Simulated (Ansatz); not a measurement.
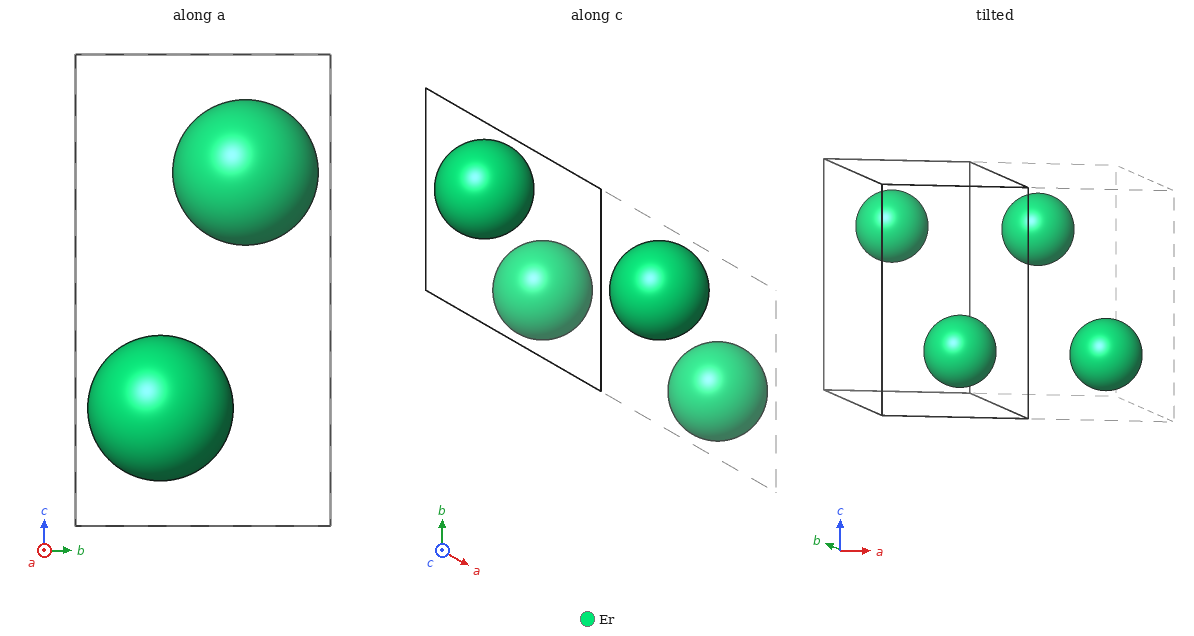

Crystal structure, spheres-only style, seen along the a axis, along the c axis and slightly off an axis. Solid lines give the conventional unit cell, repeated here 2×1×1 times. Cell: a = 3.677 Å, b = 3.677 Å, c = 5.888 Å, α = 90.00°, β = 90.00°, γ = 120.00°.

- The element is erbium.
- It is primitive hexagonal, space group P6_3/mmc (No. 194).
- The structure is of the kind named hexagonal close-packed (Mg type).
- The cell holds two atoms.
- Er is surrounded by twelve Er in an anticuboctahedral arrangement at about 3.6 Å.

The cell started as the standard structure of this element. Earlier steps of the study may have refined or changed the cell and positions. It went into a calculation with Ansatz.
